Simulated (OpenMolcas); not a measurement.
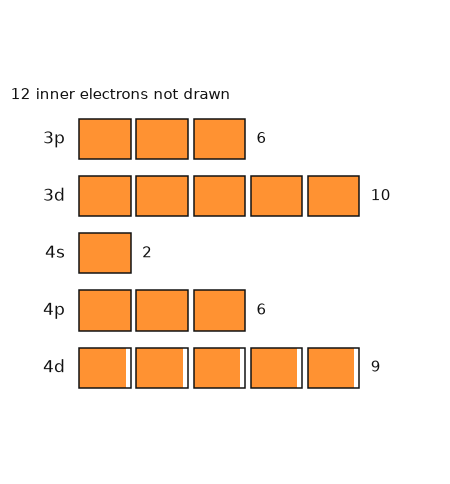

Fig. 1: The outer shells of the leading configuration of the lowest level: a box for each of the 2l + 1 orbitals, shaded by the share of the shell that is filled, with the electron count at the right.

Multiconfigurational calculation for Ag²⁺ complex

- system: Ag²⁺ with 6 ligands (Br; tetragonal octahedron, 2.85 Å), neutralised by 6 outer point charges of +0.67 e, whose field is part of the energies.
- method: state-averaged CASSCF, active space 9 electrons in the shell 4d, basis ANO-RCC-VTZP on the metal and ANO-RCC-VDZP on the ligands, DKH2 scalar Hamiltonian, spin-orbit coupling by RASSI with atomic mean-field integrals (OpenMolcas)

**Output (extracts)**
```
--- SEWARD ---
Basis set label: AG.ANO-RCC...7S6P4D2F1G.

      Electronic valence basis set:
      ------------------
      Associated Effective Charge  47.000000 au
      Associated Actual Charge     47.000000 au
      Nuclear Model: Point charge

      Shell  nPrim  nBasis  Cartesian Spherical Contaminant
         s      21       7        X
         p      18       6        X
         d      13       4                 X
         f       6       2                 X
         g       4       1                 X
                  Relativistic Douglas-Kroll-Hess integrals:
                    - DKH order of Hamiltonian: 2
                    - DKH order of Properties : 0
                  Atomic mean-field integrals
--- RASSCF ---
Wave function specifications:
      -----------------------------

      Number of closed shell electrons         252
      Number of electrons in active shells       9
      Max number of holes in RAS1 space          0
      Max nr of electrons in RAS3 space          0
      Number of inactive orbitals              126
      Number of active orbitals                  5
      Number of secondary orbitals              99
      Spin quantum number                      0.5
      State symmetry                             1
Orbital specifications:
      -----------------------

      Symmetry species                           1   2
                                                ag  au
      Frozen orbitals                            0   0
      Inactive orbitals                         63  63
      Active orbitals                            5   0
      RAS1 orbitals                              0   0
      RAS2 orbitals                              5   0
      RAS3 orbitals                              0   0
      Secondary orbitals                        49  50
      Deleted orbitals                           0   0
      Number of basis functions                117 113
      Number of CSFs                             5
      Number of root(s) required                 5
      Iter CI   SX   CI       RASSCF       Energy    max ROT     max BLB   max BLB  Level Ln srch  Step   QN
          iter iter root      energy       change     param      element    value   shift minimum  type update
 Nr of preliminary CI iterations:   1
      Total energies have been shifted. Add               -20000.00 au
        1   1   16    0  -938.94005851    0.00E+00   3.93E-02   68  74 1  2.37E-01*  1.52   0.00    SX    NO
        2   1   16    0  -939.19206418   -2.52E-01*  3.83E-02   58 108 2 -9.27E-02*  1.37   0.00    SX    NO
        3   1   16    0  -939.26799307   -7.59E-02*  3.26E-02   58 108 2 -5.41E-02*  1.33   0.00    SX    NO
        4   1   15    0  -939.29431963   -2.63E-02*  2.58E-02   16  69 1  3.62E-02*  1.30   0.00    SX    NO
        5   1   14    0  -939.30478838   -1.05E-02*  3.24E-02   16  69 1  2.64E-02*  1.29   2.50    LS   YES
        6   1   14    0  -939.31155723   -6.77E-03*  2.42E-02   16  69 1  1.37E-02*  1.26   1.43    QN   YES
        7   1   14    0  -939.31355648   -2.00E-03*  2.26E-02   22  90 2  6.89E-03*  1.25   1.74    QN   YES
        8   1   13    0  -939.31463792   -1.08E-03*  1.12E-02   52 110 1  4.17E-03*  1.25   1.53    LS   YES
        9   1   13    0  -939.31478286   -1.45E-04* -2.90E-03   16  71 2 -4.57E-03*  1.24   1.06    QN   YES
       10   1   12    0  -939.31497705   -1.94E-04* -2.53E-03   16  71 2 -2.45E-03*  1.24   1.89    LS   YES
        ...
       20   1    9    0  -939.31509680   -1.63E-07* -2.45E-04   16  69 1 -7.24E-05   1.24   1.53    QN   YES
       21   1    7    0  -939.31509687   -6.95E-08* -1.38E-04    9  90 1  5.07E-05   1.24   1.35    QN   YES
       22   1    7    0  -939.31509689   -1.70E-08*  9.32E-05    9  83 2 -2.56E-05   1.24   1.43    QN   YES
       23   1    7    0  -939.31509690   -6.76E-09   6.41E-05   58  69 1  1.18E-05   1.24   1.39    QN   YES
      Convergence after 23 iterations
       24   1    7    0  -939.31509690   -2.75E-09   6.41E-05   58  69 1  1.10E-05   1.24   1.39    QN   YES
      Natural orbitals and occupation numbers for root  1
      sym 1:   2.000000   2.000000   2.000000   2.000000   1.000000
      Natural orbitals and occupation numbers for root  2
      sym 1:   1.000000   2.000000   2.000000   2.000000   2.000000
      Natural orbitals and occupation numbers for root  3
      sym 1:   1.000000   2.000000   2.000000   2.000000   2.000000
::    RASSCF root number  1 Total energy: -20939.33351356
::    RASSCF root number  2 Total energy: -20939.32125673
::    RASSCF root number  3 Total energy: -20939.30812839
::    RASSCF root number  4 Total energy: -20939.30629291
::    RASSCF root number  5 Total energy: -20939.30629291
--- RASSI ---
SPIN-FREE ENERGIES:
  (Shifted by EMIN (a.u.) =     -20939.3335135594)

 SF State       Relative EMIN(au)   Rel lowest level(eV)    D:o, cm**(-1)

     1             0.0000000000        0.0000000000              0.0000
     2             0.0122568294        0.3335253177           2690.0631
     3             0.0253851670        0.6907655844           5571.4002
     4             0.0272206500        0.7407116209           5974.2421
     5             0.0272206500        0.7407116209           5974.2421
     Dipole printing threshold changed to   1.00000000E+00
Eigenvalues of complex Hamiltonian:
   -----------------------------------
  (Shifted by EMIN (a.u.) =     -20939.3335135594)

 SO State       Relative EMIN(au)   Rel lowest level(eV)    D:o, cm**(-1)

     1            -0.0023654310        0.0000000000              0.0000
     2            -0.0023654310        0.0000000000              0.0000
     3             0.0086077071        0.2985942991           2408.3254
     4             0.0086077071        0.2985942991           2408.3254
     5             0.0186289559        0.5712863725           4607.7353
     6             0.0186289559        0.5712863725           4607.7353
     7             0.0324198074        0.9465545590           7634.4774
     8             0.0324198074        0.9465545590           7634.4774
     9             0.0347922569        1.0111121990           8155.1699
    10             0.0347922569        1.0111121990           8155.1699
Weights of the five most important spin-orbit-free states for each spin-orbit state.

 SO State  Total energy (au)           Spin-free states, spin, and weights
 -------------------------------------------------------------------------------------------------------
    1        -0.002365       1 0.5  0.9317    3 0.5  0.0484    4 0.5  0.0100    5 0.5  0.0100    2 0.5  0.0000
    2        -0.002365       1 0.5  0.9317    3 0.5  0.0484    4 0.5  0.0100    5 0.5  0.0100    2 0.5  0.0000
    3         0.008608       2 0.5  0.8606    5 0.5  0.0697    4 0.5  0.0697    3 0.5  0.0000    1 0.5  0.0000
    4         0.008608       2 0.5  0.8606    5 0.5  0.0697    4 0.5  0.0697    3 0.5  0.0000    1 0.5  0.0000
    5         0.018629       3 0.5  0.3881    5 0.5  0.3056    4 0.5  0.3056    1 0.5  0.0008    2 0.5  0.0000
    6         0.018629       3 0.5  0.3881    5 0.5  0.3056    4 0.5  0.3056    1 0.5  0.0008    2 0.5  0.0000
    7         0.032420       3 0.5  0.5635    4 0.5  0.1845    5 0.5  0.1845    1 0.5  0.0675    2 0.5  0.0000
    8         0.032420       3 0.5  0.5635    4 0.5  0.1845    5 0.5  0.1845    1 0.5  0.0675    2 0.5  0.0000
    9         0.034792       4 0.5  0.4303    5 0.5  0.4303    2 0.5  0.1394    3 0.5  0.0000    1 0.5  0.0000
   10         0.034792       4 0.5  0.4303    5 0.5  0.4303    2 0.5  0.1394    3 0.5  0.0000    1 0.5  0.0000
 -------------------------------------------------------------------------------------------------------
```

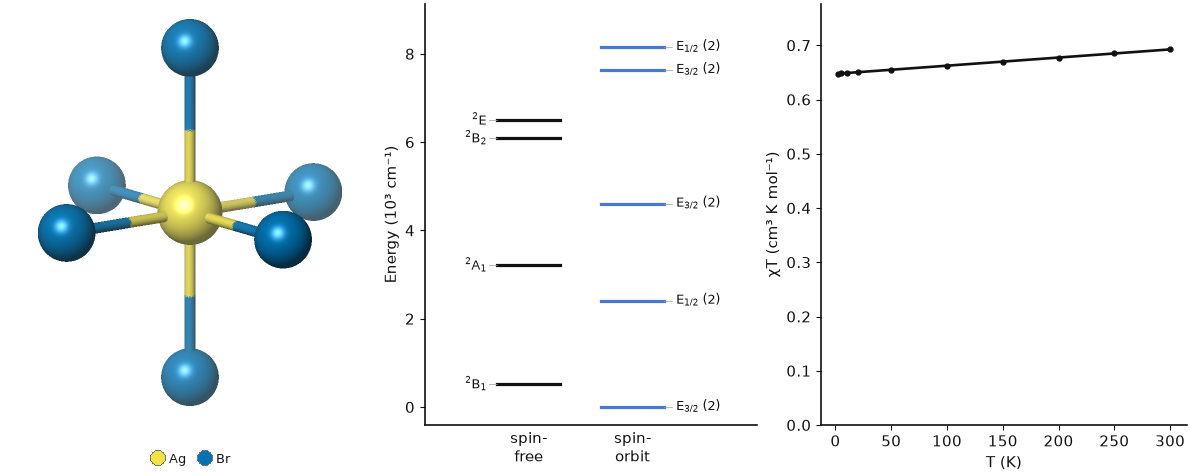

Fig. 2: Ag²⁺ (4d⁹) with 6 ligands, Br⁻, at 2.85 Å (arrangement: tetragonal octahedron, D4h), axial distortion 1.092, neutralised by outer point charges of +0.67 e, and its levels and susceptibility. Labels give the representation in O, Td, D4 or D3 as the site allows (double group for half-integer spin) where it could be assigned and, in brackets, the degeneracy; spin-free states, where drawn, share the zero of the spin-orbit levels. Powder susceptibility by Van Vleck's formula. The ground level is E₃/₂, a Kramers doublet, 100 % from states of spin multiplicity 2. Its principal g values are 2.19, 2.19 and 3.34. The next level lies at 2,410 cm⁻¹ (E₁/₂). The lowest spin-free state is ²B₁; of the same spin there follow at 2,690 cm⁻¹ (²A₁), 5,570 cm⁻¹ (²B₂) and 5,970 cm⁻¹ (²E) above it. χT is 0.648 cm³ K mol⁻¹ at 2 K and 0.692 at 300 K, an effective moment of 2.35 μB. The active orbitals hold 85 to 97 % metal character (Löwdin), and the Mulliken charge of the metal is +1.39.

**The input**
```
&GATEWAY
Coord
7

Ag 0.0 0.0 0.0
Br 2.850000 0.000000 0.000000
Br 0.000000 2.850000 0.000000
Br -2.850000 0.000000 0.000000
Br 0.000000 -2.850000 0.000000
Br 0.000000 0.000000 3.112200
Br 0.000000 0.000000 -3.112200
Basis=Ag.ANO-RCC-VTZP,Br.ANO-RCC-VDZP
Group=XYZ
NoMove
AngMom=0.0 0.0 0.0
AMFI
RICD
XField
3 Angstrom 0
5.250000 0.000000 0.000000 0.666667
0.000000 5.250000 0.000000 0.666667
0.000000 0.000000 5.512200 0.666667
&SEWARD
&RASSCF
FileOrb=start.orb
Symmetry=1
Spin=2
nActEl=9 0 0
Inactive=63 63
Ras2=5 0
CIRoot=5 5 1
SDav=5
CIMx=300
Iter=150 100
PrWF=0.3
OrbListing=Nothing
MaxOrb=0
LevShft=1.0
>>> COPY $Project.JobIph JOB001
&RASSI
NrOfJobIphs=1 5
1 2 3 4 5
IphNames
JOB001
EJob
SpinOrbit
DIPRint=1.0
SOCoupling=1000.0
Subsets=2
Property=9
'ANGMOM' 1 'ANGMOM' 2 'ANGMOM' 3 'MLTPL  1' 1 'MLTPL  1' 2 'MLTPL  1' 3
'AMFI' 1 'AMFI' 2 'AMFI' 3
SOProperty=3
'ANGMOM' 1 'ANGMOM' 2 'ANGMOM' 3
```

The file start.orb holds starting orbitals from an earlier step. A driver script formed the levels outside the program, from RASSI's spin-orbit matrix and the active-space energies, averaged over the components of each term or state.

Command:
```bash
OMP_NUM_THREADS=1 MOLCAS_MEM=2457 MOLCAS_PROJECT=a pymolcas a.inp > a.log  # once for each step of the input, in one work folder
```

**Summary**

| quantity | value |
| --- | --- |
| outcome | converged |
| energy of the lowest spin-free term | −20939.33351 hartree |
| energy of the lowest spin-orbit level | −20939.33588 hartree |
| largest spread among components of a term | 0.0 cm⁻¹ |
| hardware | 1 thread of Arm Neoverse V1, 24 GiB of memory available, shared host |
| wall time | 73 s |
| peak memory | 0.4 GiB |

**Remarks**

Without dynamic correlation the splittings between terms come out too large, often by 20 to 50 %. Caveats: covalent bonds, ligand orbitals missing from the active space; distances are set from ionic radii, not optimised.
